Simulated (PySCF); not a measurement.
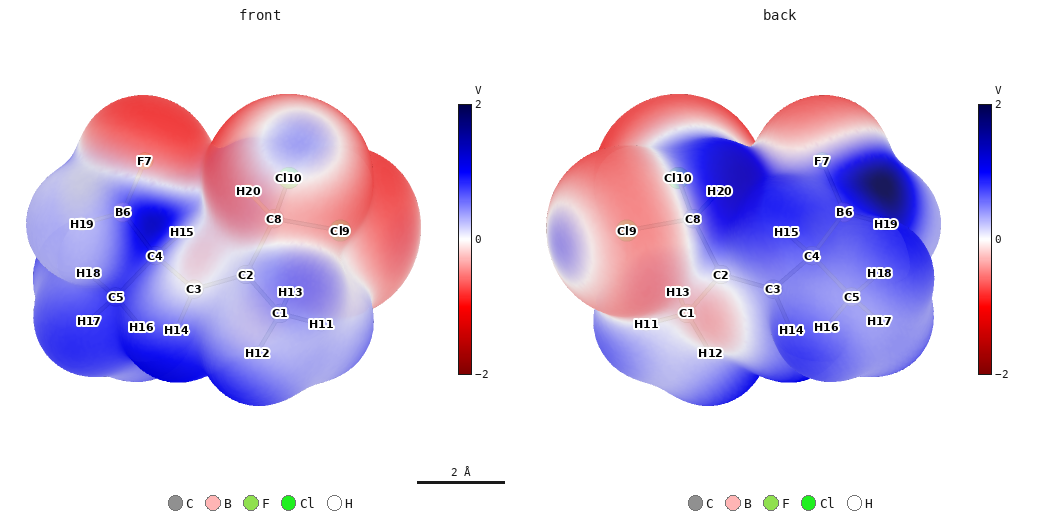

*C$_{6}$H$_{10}$BCl$_{2}$F. The electrostatic potential painted on the density surface at 0.002 e/bohr³, seen from the front and from behind; red is negative and blue positive.*

Geometry: GFN2-xTB.

All numbers below come from PBE0/pcSseg-1, SCF density, gas phase, non-relativistic (PySCF).

The calculation's input:

```
{"job": {"kind": "nmr", "xc": "PBE0", "basis": "pcSseg-1"}, "charge": 0, "multiplicity": 1}
C      2.188779    -1.033713    -0.889376
C      1.137874    -0.153142    -0.284107
C     -0.161200    -0.438102    -0.369848
C     -1.331411     0.354928     0.156057
C     -2.583227     0.052838    -0.673433
B     -1.420254    -0.090122     1.681341
F     -0.784639     0.627221     2.580277
C      1.645326     1.067581     0.409474
Cl     2.528315     2.125660    -0.732456
Cl     2.743583     0.619893     1.744140
H      2.761801    -0.475440    -1.628473
H      1.739406    -1.897330    -1.369946
H      2.881537    -1.374809    -0.121448
H     -0.441517    -1.360904    -0.860050
H     -1.111523     1.422639     0.069857
H     -2.418387     0.311348    -1.717169
H     -2.840240    -1.001489    -0.611161
H     -3.426738     0.630627    -0.304201
H     -1.970920    -1.052131     2.063878
H      0.858286     1.675125     0.853608
```

Command:

```sh
OMP_NUM_THREADS=1 python probes_run.py task.json out
```

Q: Describe the electrostatic potential map.

A: The most negative region (about −0.8 V) lies over F7, the most positive (about +1.7 V) over B6. Cl9 shows a σ-hole: about +0.4 V at the tip opposite its bond, against about −0.4 V on its flanks. Cl10 shows a σ-hole: about +0.4 V at the tip opposite its bond, against about −0.4 V on its flanks.

Q: What dipole moment does the calculation give?

A: Its dipole moment is 2.98 D.
